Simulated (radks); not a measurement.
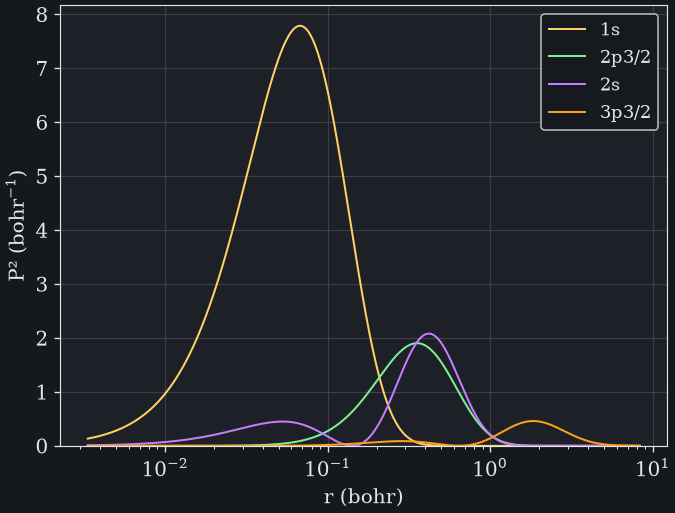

**Figure 1.** The radial probability densities P² (large components) of 1s, 2p3/2, 3p3/2 and 2s. 1s: outer maximum at 0.0677 bohr, ⟨r⟩ = 0.104 bohr, 0 nodes, eigenvalue −2080 eV; 2p3/2: outer maximum at 0.355 bohr, ⟨r⟩ = 0.486 bohr, 0 nodes, eigenvalue −124.0 eV; 2s: outer maximum at 0.419 bohr, ⟨r⟩ = 0.520 bohr, 1 node, eigenvalue −173.5 eV; 3p3/2: outer maximum at 1.84 bohr, ⟨r⟩ = 2.37 bohr, 1 node, eigenvalue −5.45 eV.

## Run report: P, atomic calculation

- system: a free P atom in the configuration [Ne] 3s2 3p3 (3p1/2: 2, 3p3/2: 1).
- method: Dirac Kohn-Sham, PBEsol, spin-unpolarised, spherical densities, finite nucleus (the in-house radial solver radks)

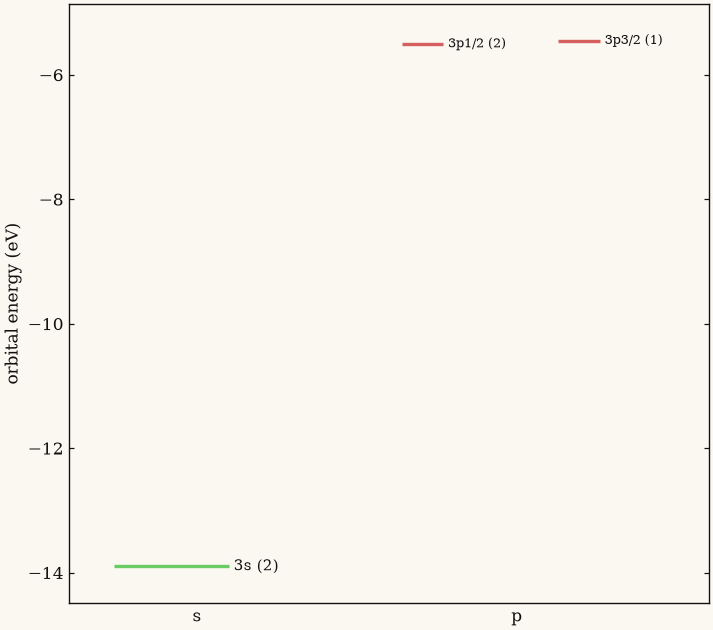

**Figure 2.** The outer levels are drawn (occupations in brackets, the lower j at the left of each column). The highest occupied level is 3p3/2 at −5.45 eV. From the top down the occupied levels run 3p3/2 (−5.45 eV), 3p1/2 (−5.50 eV), 3s (−13.9 eV). Spin-orbit splittings: 3p 0.0537 eV.

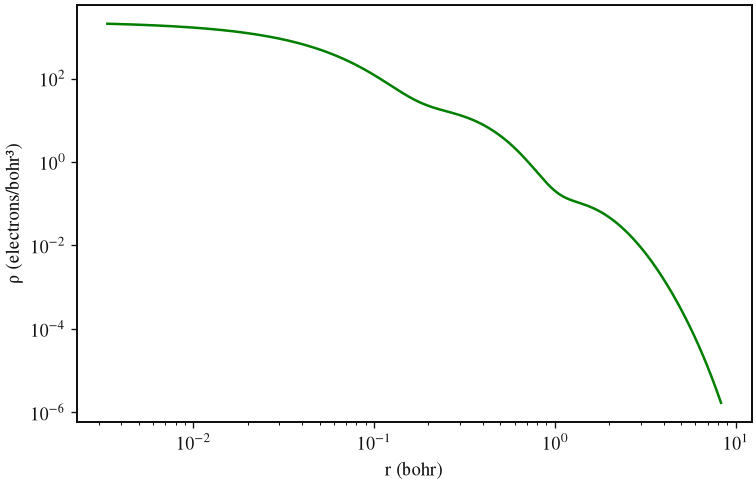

**Figure 3.** The electron density ρ(r) on a logarithmic scale. The density falls from 2100 electrons/bohr³ at the inner end (r = 0.0034 bohr) to 0.001 at r = 4.26 bohr, a common measure of the size of an atom or ion. The highest occupied orbital, 3p3/2 (⟨r⟩ = 2.37 bohr, −5.45 eV), is also the most diffuse and sets the fall-off far out: over the last part drawn ln ρ falls by 1.5 per bohr, against 2√(−2ε) = 1.3 for the pure exponential. The steps in the slope mark the shells; the radial density has its minima at 0.18 and 1.2 bohr.

These pictures come from the run below.

Input:
```
Z 15
configuration [He] 2s2 2p2 2p4 3s2 3p3
relativity Dirac
functional pbe_sol,pbe_sol
spin unpolarised
j_filling energy
nucleus finite rms 3.1889 fm
c 137.035999084
```

Energies in input and log are in hartree, lengths in bohr (the nuclear radius in fm).

Log:
```
1s1/2   1   2.0000         -76.44076568
2s1/2   1   2.0000          -6.37682406
2p1/2   1   2.0000          -4.58975339
2p3/2   1   4.0000          -4.55612446
3s1/2   1   2.0000          -0.51088644
3p1/2   1   2.0000          -0.20225147
3p3/2   1   1.0000          -0.20027932
Etot -341.31573724100826
Ekin 342.4937949471018
Encl -814.8944355308453
Eh 153.47401063503534
Exc -22.389107292300075
err 9.092433587965906e-10
it 13
```

Summary:

```tsv
quantity	value
outcome	converged
total energy	−341.315737 hartree
kinetic energy	342.493795 hartree
electron–nucleus energy	−814.894436 hartree
Hartree energy	153.474011 hartree
exchange–correlation energy	−22.389107 hartree
radius at density 0.001 e/bohr³	4.26 bohr
SCF iterations	13
hardware	1 CPU thread, shared host
```
